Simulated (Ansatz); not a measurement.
# Geometry relaxation, with input and output: Na4H4

Na4H4, computed with RKS PBE0-D4/def2-SVP (Ansatz 0.2.0).

The geometry: GFN2-xTB start. Figures and captions count atoms from 1; the log counts them from 0 in places.

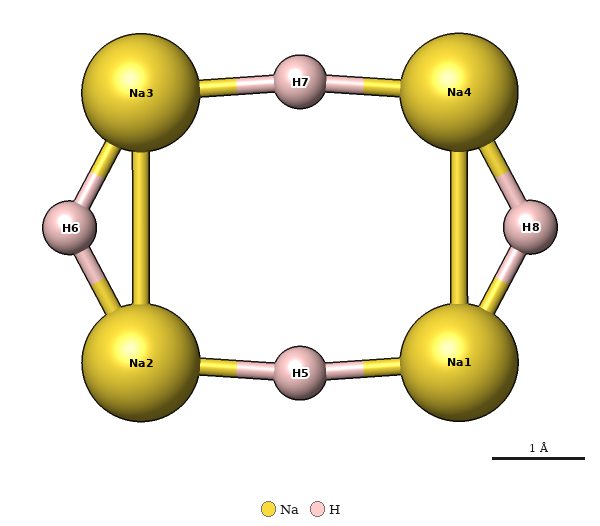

*The starting structure (ball-and-stick view, seen on its broad side; atoms are numbered from 1 in the order of the input). Sticks mark near contacts.*

Bond lengths as drawn: H–Na 1.67 to 1.74 Å and Na–Na 2.95 Å.

**Results in brief**

- outcome: converged
- total energy: −17712.0488 eV
- mean-field energy: −17711.8737 eV
- dispersion energy: −0.1751 eV
- SCF solution under orbital rotations: stable
- HOMO: −5.50 eV
- LUMO: −0.11 eV
- largest force (length of the vector) at the end: 0.004 eV/Å
- dipole moment: 0.00 D
- hardware: 2 threads of Intel Xeon, 163 GiB of memory available, shared host
- wall time: 15 s (CPU time 27 s)
- peak memory: 0.19 GiB

**Input**
```yaml
crystal:
  periodic: [false, false, false]
  atoms:
    - {symbol: Na, position_ang: [-0.892360, -2.077620, -0.276520]}
    - {symbol: Na, position_ang: [-1.916390, 1.173570, 0.369820]}
    - {symbol: Na, position_ang: [0.892930, 2.076420, 0.282940]}
    - {symbol: Na, position_ang: [1.915580, -1.172040, -0.377150]}
    - {symbol: H, position_ang: [-1.515920, -0.487460, 0.050990]}
    - {symbol: H, position_ang: [-0.741260, 2.354170, 0.473420]}
    - {symbol: H, position_ang: [1.516040, 0.487260, -0.050570]}
    - {symbol: H, position_ang: [0.741380, -2.354310, -0.472930]}
basis:
  gaussian: {orbitals: def2-SVP}
hamiltonian: {xc: pbe0, dispersion: d4}
scf: {omitted_lower_state_checks: [starts]}
output: {orbitals: {seedname: orbitals}}
relax: {f_tol: 0.02, max_steps: 100}
```

Run as:
```bash
ansatz run in.yaml --threads 2 --pin off --events-out ev --progress --plain --max-ram 4352MiB
```

**The program's output**
```
Functional definition: PBE0
  name "PBE0"
  cite "Adamo & Barone, J. Chem. Phys. 110, 6158 (1999) doi:10.1063/1.478522"
  cite "Perdew, Burke & Ernzerhof, Phys. Rev. Lett. 77, 3865 (1996) doi:10.1103/PhysRevLett.77.3865"
  parent pbe
  parameter a = 0.25
  parameter kappa = 0.804
  parameter beta = 0.06672455060314922
  exchange = (1 - a)*pbe_x(kappa = kappa, mu = beta*pi^2/3) + a*exact_x
  correlation = pbe_c(beta = beta)
these checks for a lower state are left out or cut short: starts
798 factors; integrals over basis functions are off by at most 4.0e-4 eV
mean field evaluation 1: about -17706.4764 eV, gradient 2.3e1 eV
mean field evaluation 2: about -17708.5095 eV, gradient 1.2e1 eV
mean field evaluation 4: about -17709.4374 eV, gradient 1.5e-1 eV
mean field evaluation 8: about -17709.4829 eV, gradient 3.4e-4 eV
mean field -17709.48288022 eV, -650.8114919296 hartree, gradient 3.7e-6 eV, S^2 0.000000; 0 other end points of the search recorded, 0 dependent functions left out
the calculation of the forces begins
reference -17709.48292302 eV, -650.8114935023 hartree; 24, 24 occupied and 56, 56 virtual orbitals, 798 factors
relax step   1: F+E_penalty+E_count = -17709.74358848 eV  Δ(F+E_penalty+E_count) = +0.000e0 eV  max|allowed force component| = 2.057e0 eV/Å  Δτ_max = 0.0000 Å  (19 SCF iters, accepted)
these checks for a lower state are left out or cut short: starts, cluster_reference, orbital_swaps, neighbouring_geometries, increment
798 factors; integrals over basis functions are off by at most 4.5e-4 eV
mean field evaluation 16: about -17710.8738 eV, gradient 8.4e-5 eV
mean field -17710.87378854 eV, -650.8626068673 hartree, gradient 6.7e-6 eV, S^2 0.000000; 0 other end points of the search recorded, 0 dependent functions left out
the calculation of the forces begins
reference -17710.87383255 eV, -650.8626084849 hartree; 24, 24 occupied and 56, 56 virtual orbitals, 798 factors
relax step   2: F+E_penalty+E_count = -17711.10624689 eV  Δ(F+E_penalty+E_count) = -1.363e0 eV  max|allowed force component| = 1.117e0 eV/Å  Δτ_max = 0.1949 Å  (23 SCF iters, accepted)
these checks for a lower state are left out or cut short: starts, cluster_reference, orbital_swaps, neighbouring_geometries, increment
798 factors; integrals over basis functions are off by at most 4.9e-4 eV
mean field -17711.47572585 eV, -650.8847276555 hartree, gradient 2.5e-5 eV, S^2 0.000000; 0 other end points of the search recorded, 0 dependent functions left out
the calculation of the forces begins
reference -17711.47577008 eV, -650.8847292811 hartree; 24, 24 occupied and 56, 56 virtual orbitals, 798 factors
relax step   3: F+E_penalty+E_count = -17711.68487895 eV  Δ(F+E_penalty+E_count) = -5.786e-1 eV  max|allowed force component| = 4.988e-1 eV/Å  Δτ_max = 0.1925 Å  (22 SCF iters, accepted)
these checks for a lower state are left out or cut short: starts, cluster_reference, orbital_swaps, neighbouring_geometries, increment
798 factors; integrals over basis functions are off by at most 4.9e-4 eV
mean field evaluation 32: about -17711.7469 eV, gradient 3.0e-6 eV
mean field -17711.74685980 eV, -650.8946916444 hartree, gradient 3.1e-6 eV, S^2 0.000000; 0 other end points of the search recorded, 0 dependent functions left out
the calculation of the forces begins
reference -17711.74690416 eV, -650.8946932747 hartree; 24, 24 occupied and 56, 56 virtual orbitals, 798 factors
relax step   4: F+E_penalty+E_count = -17711.93724453 eV  Δ(F+E_penalty+E_count) = -2.524e-1 eV  max|allowed force component| = 1.946e-1 eV/Å  Δτ_max = 0.1950 Å  (23 SCF iters, accepted)
these checks for a lower state are left out or cut short: starts, cluster_reference, orbital_swaps, neighbouring_geometries, increment
798 factors; integrals over basis functions are off by at most 5.2e-4 eV
mean field -17711.82374134 eV, -650.8975169888 hartree, gradient 5.6e-6 eV, S^2 0.000000; 0 other end points of the search recorded, 0 dependent functions left out
the calculation of the forces begins
reference -17711.82378603 eV, -650.8975186314 hartree; 24, 24 occupied and 56, 56 virtual orbitals, 798 factors
relax step   5: F+E_penalty+E_count = -17712.00426632 eV  Δ(F+E_penalty+E_count) = -6.702e-2 eV  max|allowed force component| = 8.664e-2 eV/Å  Δτ_max = 0.1936 Å  (23 SCF iters, accepted)
these checks for a lower state are left out or cut short: starts, cluster_reference, orbital_swaps, neighbouring_geometries, increment
798 factors; integrals over basis functions are off by at most 5.3e-4 eV
mean field -17711.85447908 eV, -650.8986465798 hartree, gradient 5.9e-6 eV, S^2 0.000000; 0 other end points of the search recorded, 0 dependent functions left out
the calculation of the forces begins
reference -17711.85452370 eV, -650.8986482200 hartree; 24, 24 occupied and 56, 56 virtual orbitals, 798 factors
relax step   6: F+E_penalty+E_count = -17712.03007551 eV  Δ(F+E_penalty+E_count) = -2.581e-2 eV  max|allowed force component| = 5.261e-2 eV/Å  Δτ_max = 0.1941 Å  (24 SCF iters, accepted)
these checks for a lower state are left out or cut short: starts, cluster_reference, orbital_swaps, neighbouring_geometries, increment
798 factors; integrals over basis functions are off by at most 5.7e-4 eV
mean field -17711.86868064 eV, -650.8991684778 hartree, gradient 6.8e-6 eV, S^2 0.000000; 0 other end points of the search recorded, 0 dependent functions left out
the calculation of the forces begins
reference -17711.86872531 eV, -650.8991701193 hartree; 24, 24 occupied and 56, 56 virtual orbitals, 798 factors
relax step   7: F+E_penalty+E_count = -17712.04313961 eV  Δ(F+E_penalty+E_count) = -1.306e-2 eV  max|allowed force component| = 5.817e-2 eV/Å  Δτ_max = 0.1952 Å  (23 SCF iters, accepted)
these checks for a lower state are left out or cut short: starts, cluster_reference, orbital_swaps, neighbouring_geometries, increment
798 factors; integrals over basis functions are off by at most 5.6e-4 eV
mean field -17711.87146333 eV, -650.8992707398 hartree, gradient 4.1e-6 eV, S^2 0.000000; 0 other end points of the search recorded, 0 dependent functions left out
the calculation of the forces begins
reference -17711.87150765 eV, -650.8992723685 hartree; 24, 24 occupied and 56, 56 virtual orbitals, 798 factors
relax step   8: F+E_penalty+E_count = -17712.04486968 eV  Δ(F+E_penalty+E_count) = -1.730e-3 eV  max|allowed force component| = 4.495e-2 eV/Å  Δτ_max = 0.1266 Å  (24 SCF iters, accepted)
these checks for a lower state are left out or cut short: starts, cluster_reference, orbital_swaps, neighbouring_geometries, increment
798 factors; integrals over basis functions are off by at most 5.5e-4 eV
mean field evaluation 64: about -17711.8736 eV, gradient 6.9e-2 eV
mean field -17711.87364661 eV, -650.8993509739 hartree, gradient 2.7e-6 eV, S^2 0.000000; 0 other end points of the search recorded, 0 dependent functions left out
the calculation of the forces begins
reference -17711.87369117 eV, -650.8993526114 hartree; 24, 24 occupied and 56, 56 virtual orbitals, 798 factors
relax step   9: F+E_penalty+E_count = -17712.04878170 eV  Δ(F+E_penalty+E_count) = -3.912e-3 eV  max|allowed force component| = 3.581e-3 eV/Å  Δτ_max = 0.0422 Å  (23 SCF iters, accepted)
```

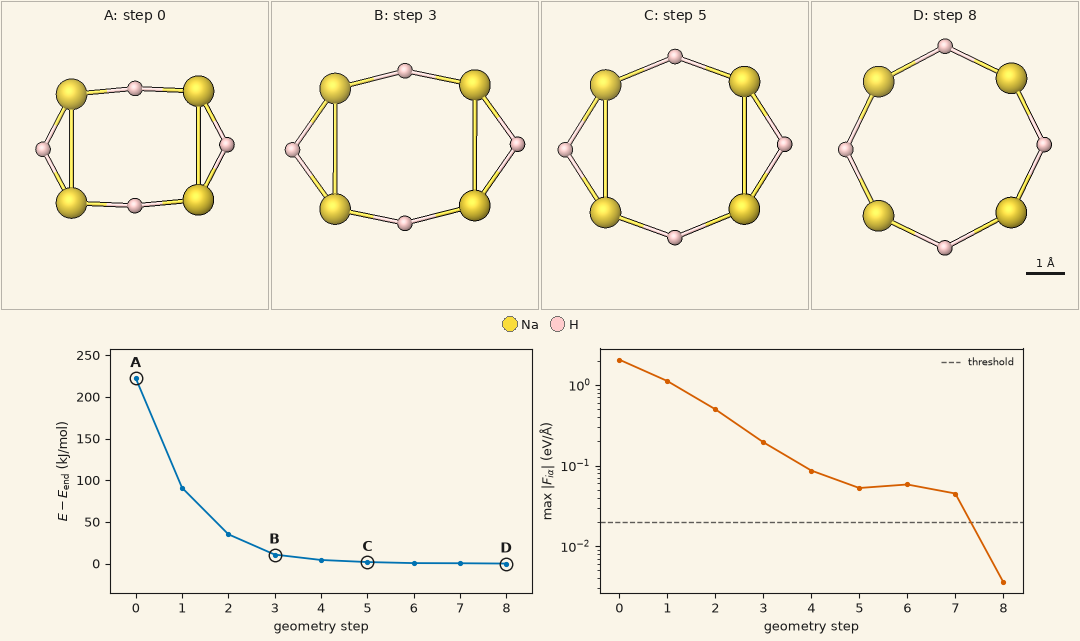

*Frames of the relaxation (ball-and-stick view, seen at a tilt) above the curves, on which the letters mark them (the first geometry is step 0 here and step 1 in the log).*

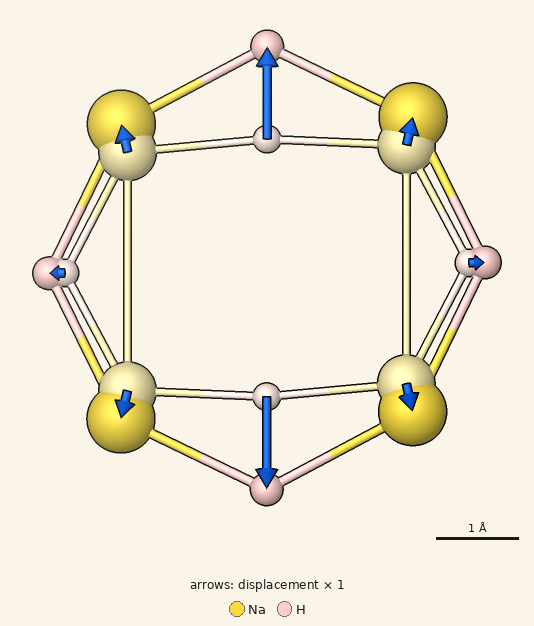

*Start (faint) and end (solid) with the displacements as blue arrows, at true length (ball-and-stick view, seen at a tilt). The two geometries are laid on each other by the best rigid fit.*

After 8 geometry steps the energy has fallen by 222.4 kJ/mol. The largest force component goes from 2.1 to 0.0036 eV/Å. The largest moves after the best rigid fit, 1.15 Å, are those of H5 and H7. By element the largest moves are H 1.15 Å, Na 0.36 Å. Among the contacts that change: Na1–Na4 2.952 → 3.648 Å, Na1–H8 1.669 → 2.032 Å, Na1–H5 1.739 → 2.033 Å. Among the angles that change: Na1–H5–Na2 172.3° → 126.4°, H5–Na2–H6 121.7° → 142.9°, Na2–H6–Na3 124.4° → 127.7°. (Atoms are counted from 1 in the order of the input.)

```
these checks for a lower state are left out or cut short: starts
798 factors; integrals over basis functions are off by at most 5.5e-4 eV
mean field -17711.87364661 eV, -650.8993509739 hartree, gradient 2.7e-6 eV, S^2 0.000000; 0 other end points of the search recorded, 0 dependent functions left out
the calculation of the forces begins
reference -17711.87369117 eV, -650.8993526114 hartree; 24, 24 occupied and 56, 56 virtual orbitals, 798 factors
Total energy: -17712.04882626 eV, -650.9057887071 hartree
Atom 0 at    -1.200050    -2.258381    -0.283825 Å, force    -0.000973    -0.003581    -0.000503 eV/Å
Atom 1 at    -2.270961     1.141822     0.399908 Å, force    -0.002835     0.002356     0.000626 eV/Å
Atom 2 at     1.200035     2.258448     0.283548 Å, force     0.000965     0.003550     0.000558 eV/Å
Atom 3 at     2.270987    -1.141880    -0.399624 Å, force     0.002826    -0.002340    -0.000690 eV/Å
Atom 4 at    -2.607242    -0.838700     0.087194 Å, force    -0.000654    -0.000210     0.000024 eV/Å
Atom 5 at    -0.799724     2.539152     0.510365 Å, force    -0.001002     0.003201     0.000645 eV/Å
Atom 6 at     2.607230     0.838693    -0.087192 Å, force     0.000658     0.000217    -0.000019 eV/Å
Atom 7 at     0.799726    -2.539164    -0.510375 Å, force     0.001014    -0.003193    -0.000640 eV/Å
Dipole moment:     0.000016     0.000020     0.000009 e Å
Checks for a lower state left out: starts
```

**Trajectory as extended XYZ (Å, eV, eV/Å), 9 frames, from step=1 to step=9**
```
8
Properties=species:S:1:pos:R:3:forces:R:3 step=1 energy=-17709.74359
Na   -0.8924   -2.0776   -0.2765   -1.4533  -0.9979  -0.0367
Na   -1.9164    1.1736    0.3698   -1.7561  -0.0251   0.1448
Na    0.8929    2.0764    0.2829    1.4543   0.9978   0.0496
Na    1.9156   -1.1720   -0.3771    1.7557   0.0217  -0.1599
H    -1.5159   -0.4875    0.0510   -0.6635  -0.2214   0.0211
H    -0.7413    2.3542    0.4734   -0.6517   2.0568   0.4144
H     1.5160    0.4873   -0.0506    0.6628   0.2249  -0.0200
H     0.7414   -2.3543   -0.4729    0.6517  -2.0568  -0.4131
8
Properties=species:S:1:pos:R:3:forces:R:3 step=2 energy=-17711.10625
Na   -0.9581   -2.2042   -0.2921   -0.6116  -0.3033   0.0047
Na   -2.0424    1.2385    0.3919   -0.6720  -0.1055   0.0389
Na    0.9587    2.2031    0.2994    0.6129   0.3013   0.0002
Na    2.0417   -1.2371   -0.4000    0.6715   0.1060  -0.0441
H    -1.6431   -0.5285    0.0552   -0.5162  -0.1695   0.0166
H    -0.7988    2.5367    0.5101   -0.3540   1.1174   0.2249
H     1.6432    0.5284   -0.0548    0.5157   0.1710  -0.0165
H     0.7989   -2.5369   -0.5096    0.3536  -1.1174  -0.2246
8
Properties=species:S:1:pos:R:3:forces:R:3 step=3 energy=-17711.68488
Na   -0.9979   -2.2575   -0.2975   -0.1181  -0.1983  -0.0228
Na   -2.1054    1.2590    0.4008   -0.2095   0.0931   0.0340
Na    0.9986    2.2560    0.3054    0.1181   0.1983   0.0248
Na    2.1045   -1.2574   -0.4094    0.2094  -0.0934  -0.0355
H    -1.7868   -0.5750    0.0599   -0.3881  -0.1250   0.0128
H    -0.8556    2.7170    0.5463   -0.1575   0.4988   0.1002
H     1.7869    0.5749   -0.0596    0.3882   0.1251  -0.0131
H     0.8557   -2.7172   -0.5459    0.1575  -0.4986  -0.1004
8
Properties=species:S:1:pos:R:3:forces:R:3 step=4 energy=-17711.93725
Na   -0.9945   -2.2893   -0.3032   -0.0355  -0.1055  -0.0151
Na   -2.1207    1.2870    0.4072   -0.0893   0.0650   0.0194
Na    0.9952    2.2878    0.3112    0.0353   0.1057   0.0151
Na    2.1199   -1.2855   -0.4154    0.0894  -0.0652  -0.0191
H    -1.9723   -0.6346    0.0660   -0.1945  -0.0624   0.0065
H    -0.9070    2.8801    0.5790   -0.0360   0.1149   0.0230
H     1.9724    0.6346   -0.0659    0.1946   0.0624  -0.0066
H     0.9071   -2.8802   -0.5788    0.0361  -0.1149  -0.0232
8
Properties=species:S:1:pos:R:3:forces:R:3 step=5 energy=-17712.00427
Na   -1.0456   -2.3198   -0.3045    0.0221  -0.0226  -0.0065
Na   -2.1798    1.2819    0.4123    0.0050   0.0312   0.0056
Na    1.0462    2.3184    0.3114   -0.0223   0.0230   0.0053
Na    2.1791   -1.2806   -0.4192   -0.0049  -0.0315  -0.0044
H    -2.1565   -0.6938    0.0721   -0.0866  -0.0278   0.0029
H    -0.9090    2.8864    0.5802    0.0117  -0.0368  -0.0074
H     2.1566    0.6939   -0.0721    0.0866   0.0278  -0.0029
H     0.9090   -2.8864   -0.5802   -0.0117   0.0367   0.0074
8
Properties=species:S:1:pos:R:3:forces:R:3 step=6 energy=-17712.03008
Na   -1.0875   -2.3084   -0.3004   -0.0207   0.0047   0.0022
Na   -2.2075    1.2482    0.4106   -0.0142  -0.0157  -0.0010
Na    1.0878    2.3078    0.3041    0.0206  -0.0046  -0.0030
Na    2.2072   -1.2475   -0.4143    0.0142   0.0155   0.0018
H    -2.3412   -0.7532    0.0783   -0.0011  -0.0005   0.0000
H    -0.8840    2.8070    0.5642    0.0165  -0.0526  -0.0106
H     2.3412    0.7532   -0.0783    0.0011   0.0005   0.0000
H     0.8840   -2.8070   -0.5642   -0.0165   0.0526   0.0106
8
Properties=species:S:1:pos:R:3:forces:R:3 step=7 energy=-17712.04314
Na   -1.1823   -2.3035   -0.2930    0.0402   0.0443   0.0040
Na   -2.2822    1.1889    0.4089    0.0581  -0.0126  -0.0074
Na    1.1823    2.3034    0.2931   -0.0402  -0.0442  -0.0041
Na    2.2822   -1.1889   -0.4089   -0.0582   0.0125   0.0073
H    -2.5269   -0.8129    0.0845    0.0015   0.0004   0.0000
H    -0.8314    2.6397    0.5306    0.0107  -0.0340  -0.0068
H     2.5269    0.8129   -0.0845   -0.0014  -0.0004   0.0001
H     0.8314   -2.6397   -0.5306   -0.0107   0.0340   0.0069
8
Properties=species:S:1:pos:R:3:forces:R:3 step=8 energy=-17712.04487
Na   -1.2030   -2.2366   -0.2803    0.0053  -0.0450  -0.0081
Na   -2.2609    1.1224    0.3961   -0.0213   0.0398   0.0087
Na    1.2029    2.2369    0.2791   -0.0053   0.0449   0.0084
Na    2.2610   -1.1226   -0.3949    0.0213  -0.0398  -0.0089
H    -2.6474   -0.8516    0.0885    0.0318   0.0102  -0.0011
H    -0.8020    2.5464    0.5118    0.0140  -0.0445  -0.0089
H     2.6474    0.8516   -0.0885   -0.0317  -0.0102   0.0011
H     0.8020   -2.5465   -0.5118   -0.0140   0.0446   0.0090
8
Properties=species:S:1:pos:R:3:forces:R:3 step=9 energy=-17712.04878
Na   -1.2001   -2.2584   -0.2838   -0.0010  -0.0036  -0.0005
Na   -2.2710    1.1418    0.3999   -0.0028   0.0024   0.0006
Na    1.2000    2.2584    0.2835    0.0010   0.0036   0.0006
Na    2.2710   -1.1419   -0.3996    0.0028  -0.0023  -0.0007
H    -2.6072   -0.8387    0.0872   -0.0007  -0.0002   0.0000
H    -0.7997    2.5392    0.5104   -0.0010   0.0032   0.0006
H     2.6072    0.8387   -0.0872    0.0007   0.0002   0.0000
H     0.7997   -2.5392   -0.5104    0.0010  -0.0032  -0.0006
```

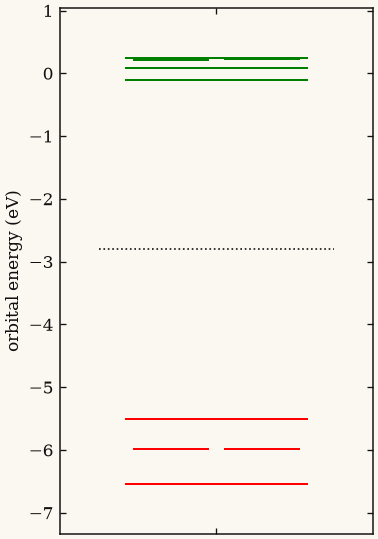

*Orbital energies near the frontier; the dotted line parts filled from empty levels, and levels within 0.02 eV of each other stand side by side.*

Highest filled −5.50 eV, lowest empty −0.11 eV, 5.39 eV apart.

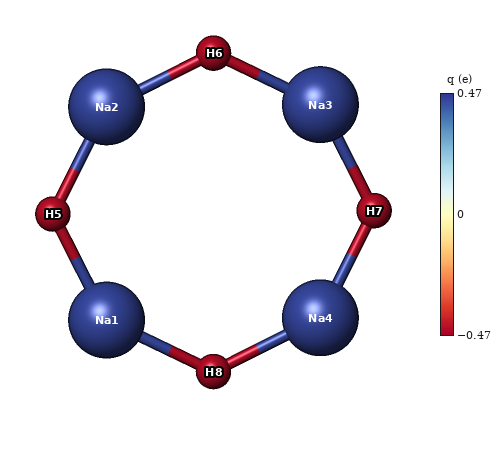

*Mulliken charges, as the colour of each atom (ball-and-stick view, seen at a tilt; atoms are numbered from 1 in the order of the input).*

By element: Na +0.44 and H −0.44 e.
